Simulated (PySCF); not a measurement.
C3H3F3, SMILES `C#C.FC(F)F`.

Level of theory: PBE0/def2-SVP (PySCF), at a geometry from GFN2-xTB. The pair's geometry is semi-empirical, so its contact may be too short or too long. Without diffuse functions Rydberg states are missing, so the states' numbers hold for this basis only.

Cartesian coordinates (Å):

```
C1      -2.7916   -0.5976   -0.0071
C2      -2.7449    0.5964   -0.0060
H3      -2.8377   -1.6469   -0.0077
H4      -2.7108    1.6462   -0.0044
F5       1.2314    0.9045    0.8616
C6       0.7995   -0.0079   -0.0041
F7       1.2871    0.2949   -1.2036
F8       1.2900   -1.1896    0.3577
H9      -0.3061   -0.0330   -0.0254
```

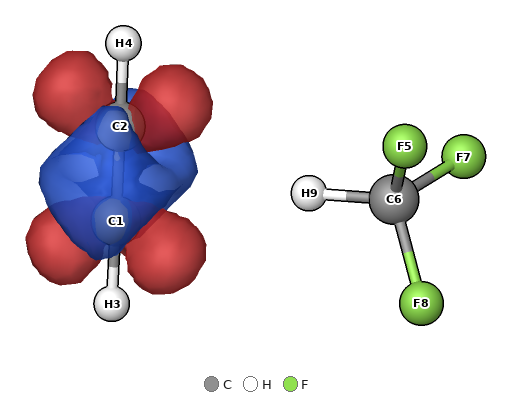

Unrelaxed difference density of S₁ less the ground state (TDA singlet states), ±0.04 e/Å³; red: gain, blue: loss.

Question: How does the charge move on excitation?

Answer: 0.44 e is displaced in all, of which about 0.1 e passes between atoms: C2 (0.05 e) and C1 (0.05 e) lose electrons and H3 (0.04 e) and H4 (0.04 e) gain them. The state: 7.01 eV (177 nm), f = 0.000 (dark); the leading pair carries 73 %; hole on C1 and C2 (46 % each), electron on C1 and C2 (41 % each) and H3 and H4 (7 % each) (shares are of the whole state, not of the leading pair alone); their centroids lie 0.0 Å apart.
